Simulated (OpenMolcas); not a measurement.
## Single-point calculation, with input and output: WCl3O (part 3 of 3)

WCl3O, multiplicity 2, SMILES [O]=[W]([Cl])([Cl])[Cl]; NEVPT2/ANO-R1, sfX2C (OpenMolcas 26.06). The geometry comes from this level: GFN2-xTB.

Geometry of the input (Å):
```
W  0.0000  0.0000  0.0000
O  0.0000  0.0000  1.6712
Cl 1.6279  0.0000  -1.4060
Cl -1.4056  1.6180  -0.6868
Cl -1.4079  -1.6153  -0.6887
```

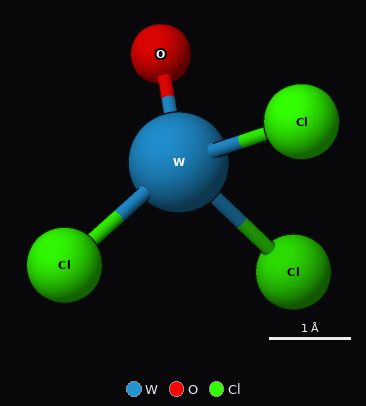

The structure as given in the input (ball-and-stick view, seen at a tilt). Sticks mark near contacts.

### Log, continued
```
      6d1-     0.0122  0.0000  0.0000  0.0000  0.0000
      6d2-     0.0225  0.0000  0.0000  0.0000  0.0000
      Total   72.9728  8.2696 17.2233 17.2672 17.2672

      N-E      1.0272 -0.2696 -0.2233 -0.2672 -0.2672

      Total electronic charge=  133.000000

      Total            charge=   -0.000000
--

      Expectation values of various properties for root number:  1
      -----------------------------------------------------------

++    Molecular properties:
      ---------------------

      Charge (e):
                      =   -0.0000
      Dipole Moment (debye):
      Origin of the operator (angstrom)=   -0.1360    0.0003   -0.2314
                   X=  2.3717E+00               Y= -3.9295E-03               Z=  4.0046E-01           Total=  2.4052E+00
      Quadrupole Moment (debye*angstrom):
      Origin of the operator (angstrom)=   -0.1360    0.0003   -0.2314
                  XX= -7.3391E+01              XY= -2.6035E-03              XZ=  9.2682E-02              YY= -7.4259E+01
                  YZ= -2.7347E-03              ZZ= -7.4581E+01
      In traceless form (debye*angstrom)
                  XX=  1.0297E+00              XY= -3.9052E-03              XZ=  1.3902E-01              YY= -2.7362E-01
                  YZ= -4.1020E-03              ZZ= -7.5609E-01
--

      Mulliken spin population analysis for root number:  1
      ---------------------------------------------------

++    Molecular charges:
      ------------------

      Mulliken spin population per centre and basis function type
      ---------------------------------------------------

                W1      O2      CL3     CL4     CL5
      1s       0.0000  0.0000 -0.0000 -0.0000 -0.0000
      2s      -0.0000 -0.0005 -0.0000 -0.0000 -0.0000
      2px      0.0000 -0.0015 -0.0000 -0.0000 -0.0000
      2pz      0.0000 -0.0109 -0.0000 -0.0000 -0.0000
      2py      0.0000 -0.0349 -0.0000  0.0000  0.0000
      3s       0.0000 -0.0003  0.0005  0.0002  0.0002
      3px     -0.0000  0.0017  0.0004  0.0346  0.0345
      3pz     -0.0000  0.0004  0.0198  0.0020  0.0020
      3py     -0.0000 -0.0003  0.0003  0.0137  0.0138
      4s      -0.0000  0.0000 -0.0001 -0.0002 -0.0002
      3d2+     0.0000  0.0005  0.0001  0.0048  0.0048
      3d1+     0.0000  0.0001  0.0003  0.0008  0.0008
      3d0      0.0000  0.0001  0.0026  0.0000  0.0000
      3d1-     0.0000  0.0004  0.0000  0.0001  0.0001
      3d2-     0.0000 -0.0000  0.0000  0.0001  0.0001
      4px     -0.0000  0.0000 -0.0001 -0.0028 -0.0027
      4pz      0.0000  0.0000 -0.0001 -0.0002 -0.0002
      4py      0.0000  0.0000  0.0000 -0.0009 -0.0009
      5s      -0.0000  0.0000  0.0000  0.0000  0.0000
      4d2+    -0.0000  0.0000  0.0000  0.0000  0.0000
      4d1+     0.0000  0.0000  0.0000  0.0000  0.0000
      4d0     -0.0000  0.0000  0.0000  0.0000  0.0000
      4d1-    -0.0000  0.0000  0.0000  0.0000  0.0000
      4d2-     0.0000  0.0000  0.0000  0.0000  0.0000
      5px      0.0000  0.0000  0.0000  0.0000  0.0000
      5pz     -0.0002  0.0000  0.0000  0.0000  0.0000
      5py     -0.0001  0.0000  0.0000  0.0000  0.0000
      6s       0.0068  0.0000  0.0000  0.0000  0.0000
      4f3+     0.0000  0.0000  0.0000  0.0000  0.0000
      4f2+     0.0000  0.0000  0.0000  0.0000  0.0000
      4f1+     0.0000  0.0000  0.0000  0.0000  0.0000
      4f0     -0.0000  0.0000  0.0000  0.0000  0.0000
      4f1-    -0.0000  0.0000  0.0000  0.0000  0.0000
      4f2-     0.0000  0.0000  0.0000  0.0000  0.0000
      4f3-     0.0000  0.0000  0.0000  0.0000  0.0000
      5d2+     0.7733  0.0000  0.0000  0.0000  0.0000
      5d1+     0.0432  0.0000  0.0000  0.0000  0.0000
      5d0      0.0106  0.0000  0.0000  0.0000  0.0000
      5d1-     0.0326  0.0000  0.0000  0.0000  0.0000
      5d2-     0.0000  0.0000  0.0000  0.0000  0.0000
      6px      0.0084  0.0000  0.0000  0.0000  0.0000
      6pz      0.0003  0.0000  0.0000  0.0000  0.0000
      6py      0.0028  0.0000  0.0000  0.0000  0.0000
      7s       0.0006  0.0000  0.0000  0.0000  0.0000
      5f3+     0.0006  0.0000  0.0000  0.0000  0.0000
      5f2+     0.0005  0.0000  0.0000  0.0000  0.0000
      5f1+     0.0005  0.0000  0.0000  0.0000  0.0000
      5f0     -0.0000  0.0000  0.0000  0.0000  0.0000
      5f1-     0.0001  0.0000  0.0000  0.0000  0.0000
      5f2-     0.0000  0.0000  0.0000  0.0000  0.0000
      5f3-     0.0000  0.0000  0.0000  0.0000  0.0000
      6d2+     0.0326  0.0000  0.0000  0.0000  0.0000
      6d1+     0.0022  0.0000  0.0000  0.0000  0.0000
      6d0      0.0015  0.0000  0.0000  0.0000  0.0000
      6d1-     0.0000  0.0000  0.0000  0.0000  0.0000
      6d2-     0.0000  0.0000  0.0000  0.0000  0.0000
      Total    0.9167 -0.0451  0.0238  0.0523  0.0523

      Total electronic spin=    1.000000
--

      LoProp population analysis for root number:  1
      -----------------------------------------------

++    LoProp analysis:
      ----------------

++    Static properties:
      ------------------

      LoProp Charges per center

                   W1       O2       CL3      CL4      CL5
      Nuclear     74.0000   8.0000  17.0000  17.0000  17.0000
      Electronic -72.5738  -8.3308 -17.3410 -17.3771 -17.3773

      Total        1.4262  -0.3308  -0.3410  -0.3771  -0.3773
--

      Natural Bond Order analysis for root number:  1

++    Natural Bond Order analysis
      ---------------------------
      Based on LoProp computed density
      -------------------------------------------------------------------------------------
      Atom A       Atom B       Bond Order
      -------------------------------------------------------------------------------------
      NBO located      0.965 non-bonded electrons on atom W1
      NBO located      0.991 non-bonded electrons on atom W1
      NBO located      1.004 non-bonded electrons on atom W1
      NBO located      0.997 non-bonded electrons on atom W1
      NBO located      0.998 non-bonded electrons on atom W1
      NBO located      0.998 non-bonded electrons on atom W1
      NBO located      1.000 non-bonded electrons on atom W1
      NBO located      1.000 non-bonded electrons on atom W1
      NBO located      1.000 non-bonded electrons on atom W1
      NBO located      1.000 non-bonded electrons on atom W1
      NBO located      1.000 non-bonded electrons on atom W1
      NBO located      1.000 non-bonded electrons on atom W1
      NBO located      1.000 non-bonded electrons on atom W1
      NBO located      1.000 non-bonded electrons on atom W1
      NBO located      1.000 non-bonded electrons on atom W1
      NBO located      1.000 non-bonded electrons on atom W1
      NBO located      1.000 non-bonded electrons on atom W1
      NBO located      1.000 non-bonded electrons on atom W1
      NBO located      1.000 non-bonded electrons on atom W1
      NBO located      1.000 non-bonded electrons on atom W1
      NBO located      1.000 non-bonded electrons on atom W1
      NBO located      1.000 non-bonded electrons on atom W1
      NBO located      1.000 non-bonded electrons on atom W1
      NBO located      1.000 non-bonded electrons on atom W1
      NBO located      1.000 non-bonded electrons on atom W1
      NBO located      1.000 non-bonded electrons on atom W1
      NBO located      1.000 non-bonded electrons on atom W1
      NBO located      1.000 non-bonded electrons on atom W1
      NBO located      1.000 non-bonded electrons on atom W1
      NBO located      1.000 non-bonded electrons on atom W1
      NBO located      1.000 non-bonded electrons on atom W1
      NBO located      1.000 non-bonded electrons on atom W1
      NBO located      1.000 non-bonded electrons on atom W1
      NBO located      1.000 non-bonded electrons on atom W1
      NBO located      1.000 non-bonded electrons on atom O2
      NBO located      0.971 non-bonded electrons on atom CL3
      NBO located      0.999 non-bonded electrons on atom CL3
      NBO located      1.000 non-bonded electrons on atom CL3
      NBO located      1.000 non-bonded electrons on atom CL3
      NBO located      1.000 non-bonded electrons on atom CL3
      NBO located      1.000 non-bonded electrons on atom CL3
      NBO located      1.013 non-bonded electrons on atom CL4
      NBO located      0.999 non-bonded electrons on atom CL4
      NBO located      1.000 non-bonded electrons on atom CL4
      NBO located      1.000 non-bonded electrons on atom CL4
      NBO located      1.000 non-bonded electrons on atom CL4
      NBO located      1.000 non-bonded electrons on atom CL4
      NBO located      1.013 non-bonded electrons on atom CL5
      NBO located      0.999 non-bonded electrons on atom CL5
      NBO located      1.000 non-bonded electrons on atom CL5
      NBO located      1.000 non-bonded electrons on atom CL5
      NBO located      1.000 non-bonded electrons on atom CL5
      NBO located      1.000 non-bonded electrons on atom CL5
      The remaining   15.156 electrons are to be considered as diffuse
--

--

      Average orbitals are written to the RASORB file
      Natural orbitals for root   1 are written to the RASORB.1 file
      Spin density orbitals for root   1 are written to the SPDORB.1 file

--- Stop Module: rasscf /rc=_RC_ALL_IS_WELL_ ---
--- Module rasscf spent 15 seconds ---

--- Start Module: caspt2 ---

                                              &CASPT2

                       available to each process: 1.9 GB of memory, 1 thread

++    Wave function specifications:
      -----------------------------

      Number of closed shell electrons          34
      Number of electrons in active shells       7
      Max number of holes in RAS1 space          0
      Max number of electrons in RAS3 space      0
      Number of inactive orbitals               17
      Number of active orbitals                  8
      Number of secondary orbitals              53
      Spin quantum number                      0.5
      State symmetry                             1
      Number of CSFs                          2352
      Number of CASSCF root(s) available         1
      NEVPT2 state passed to geometry opt.       1
      A file JOBMIX will be created
      This is a CASSCF or RASSCF reference function
--

++    Orbital specifications:
      -----------------------

      Symmetry species                           1
                                                 a
      Frozen orbitals                           46
      Inactive orbitals                         17
      Active orbitals                            8
      Secondary orbitals                        53
      Deleted orbitals                           0
      Number of basis functions                124
--

++    NEVPT2 specifications:
      ----------------------

      Type of calculation                        SS-NEVPT2
      Internal contraction for energies          partially and strongly contracted
                                                 (PC-NEVPT2 and SC-NEVPT2)
      Denominator threshold for SC-NEVPT2        1.00E-09
      Fock operator                              state-specific
      0th-order Hamiltonian                      DYALL
      IPEA shift                                 0.00
      Real shift                                 0.00
      Imaginary shift                            0.00
      The input orbitals will be transformed to quasi-canonical
--

--------------------------------------------------------------------------------
 Estimated memory requirements:
  POLY3 :                   517190
  RHS:                      712222
  SIGMA :                  1028464
  PRPCTL:                        0
 Available workspace:    232468410

++ NEVPT2 computation for group   1

********************************************************************************
 Multi-State initialization phase begins for group   1
--------------------------------------------------------------------------------
********************************************************************************
 Compute H0 matrices for state    1
--------------------------------------------------------------------------------
--------------------------------------------------------------------------------
 H0 matrices have been computed.

********************************************************************************
  NEVPT2 EQUATION SOLUTION
--------------------------------------------------------------------------------

  Total nr of NEVPT2 parameters:
   Before reduction:     1161495
   After  reduction:     1161495

 Variance of |WF0>:       2.0861627797
-----------------------------------------------------------------------------------------------------------------------------

  FINAL PC-NEVPT2 RESULT:

      Reference energy:      -17596.5202064296
      E2 (Non-variational):      -0.6738682618
      E2 (Variational):          -0.6738682618
      Total energy:          -17597.1940746914
      Residual norm:              0.0000000000
      Reference weight:           0.79545

      Contributions to the PC-NEVPT2 correlation energy
      Active & Virtual Only:         -0.0584359903
      One Inactive Excited:          -0.1166449243
      Two Inactive Excited:          -0.4987873473

  FINAL SC-NEVPT2 RESULT:

      Reference energy:      -17596.5202064296
      E2 (Non-variational):      -0.6709547905
      E2 (Variational):          -0.6709547905
      Total energy:          -17597.1911612201
      Residual norm:              0.0000000000
      Reference weight:           0.79800

      Contributions to the SC-NEVPT2 correlation energy
      Active & Virtual only:         -0.0572478173
      One Inactive Excited:          -0.1152701442
      Two Inactive Excited:          -0.4984368290

   (Skip denominator check etc. with SC-NEVPT2 wavefunction)

   (Skipping property calculation,
    use PROP keyword to activate)
--

  Total SC-NEVPT2 energies:
::    SC-NEVPT2 Root  1     Total energy: -17597.19116122

  A NEW JOBIPH FILE NAMED 'JOBMIX' IS PREPARED.
********************************************************************************
--- Stop Module: caspt2 /rc=_RC_ALL_IS_WELL_ ---
--- Module caspt2 spent 3 seconds ---

.##################.
.# Happy landing! #.
.##################.

    Timing: Wall=45.82 User=43.43 System=2.35
```

### Key numbers

```csv
quantity,value
outcome,converged
total energy,−17597.191161 hartree
basis functions,124
wall time,46 s
peak memory,0.52 GiB
```
